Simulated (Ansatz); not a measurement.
## Electronic structure of C₂H₄F₂Sn (SMILES FC[CH2][Sn][F]) in real space

Input file:

```
crystal:
  periodic: [false, false, false]
  atoms:
    - {symbol: C, position_ang: [-1.458003, -0.408574, -1.505848]}
    - {symbol: C, position_ang: [-2.673028, 0.473317, -1.531244]}
    - {symbol: F, position_ang: [-0.555183, -0.054004, -2.504968]}
    - {symbol: F, position_ang: [-5.321985, 1.569132, -0.772583]}
    - {symbol: Sn, position_ang: [-4.257775, 0.099468, -0.022349]}
    - {symbol: H, position_ang: [-1.722509, -1.471065, -1.666304]}
    - {symbol: H, position_ang: [-0.922141, -0.336089, -0.540335]}
    - {symbol: H, position_ang: [-3.188075, 0.414620, -2.508798]}
    - {symbol: H, position_ang: [-2.396203, 1.536369, -1.397575]}
basis:
  gaussian: {orbitals: def2-TZVPD}
hamiltonian: {xc: {name: PBE0}}
output: {forces: true, orbitals: {seedname: orbitals}}
```

Command:

```sh
ansatz run input.yaml --threads 2 --pin off --max-ram 4350MiB --events-out events.jsonl --progress --plain --runs-dir runs
```

Geometry: r2SCAN-D4/def2-SVP; core potentials replace the inner electrons of Sn.

The calculation used isolated molecule in a Gaussian basis; Kohn-Sham density functional theory, functional PBE0 (Ansatz).

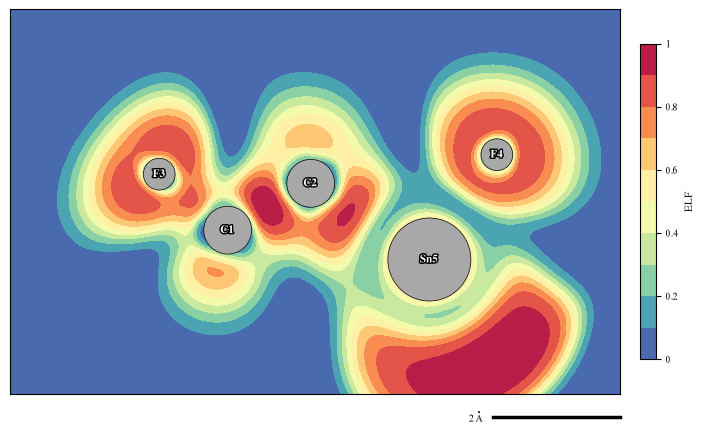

Figure 1. Electron localisation function on the plane of atoms C2, C1 and F3. Grey discs cover the atomic cores.

Q: What does the map show?

A:
- Atoms in the plane: C, F and Sn.
- C–F (1.39 Å): the ELF peaks at about 0.80 between the atoms (a polar covalent bond).
- C–C (1.50 Å): the ELF peaks at about 0.95 between the atoms; a covalent bond.
- Sn–F (1.96 Å): the ELF peaks at about 0.80 in the valence shell of F, 0.5 Å from its nucleus, and drops to about 0.15 between the two atoms.
- C–Sn (2.22 Å): the ELF peaks at about 0.90 in the valence shell of C, 0.7 Å from its nucleus, and drops to about 0.20 between the two atoms.
- The ELF also peaks beside F3 and F4, away from the bonds: lone-pair regions.

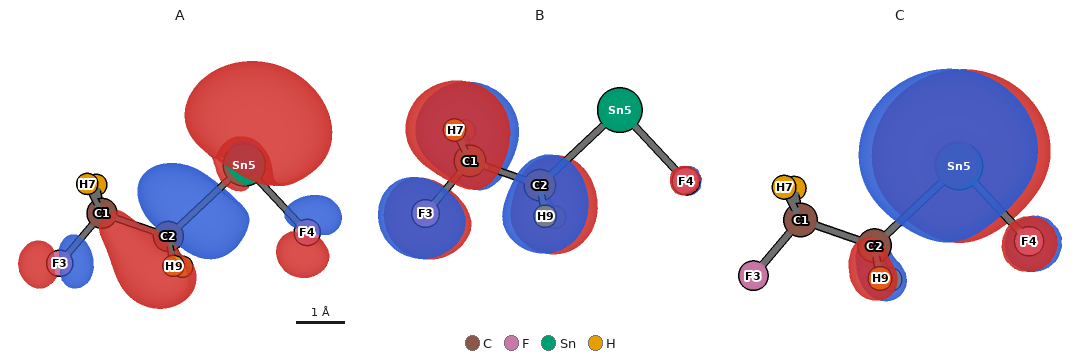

Figure 2. Three frontier orbitals at ±0.08 Å⁻³ᐟ² (red and blue are the two phases), in no order.

Q: Which picture is the HOMO−1, the HOMO and the LUMO?

A: B is the HOMO−1 (−9.43 eV). It lies mainly on F3 (about 30 %), C1 (about 20 %), H7 (about 10 %), H6 (about 10 %) and C2 (about 10 %). A is the HOMO (−7.01 eV). Its weight (Hirshfeld) is mainly on Sn5 (about 50 %) and C2 (about 30 %). C is the LUMO (−2.91 eV). It lies mainly on Sn5 (about 90 %).

Q: What is the HOMO–LUMO gap?

A: 4.10 eV between the orbital energies.

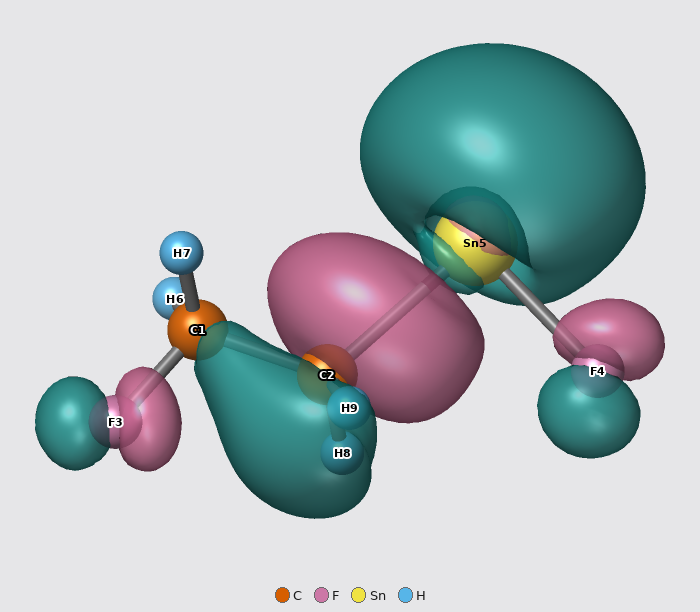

Figure 3. The HOMO at ±0.08 Å⁻³ᐟ² (teal and pink are the two phases), seen at a tilt.

Q: Describe this orbital and give its energy.

A: By Hirshfeld shares it lies mainly on Sn5 (about 50 %) and C2 (about 30 %). Its energy is −7.01 eV.
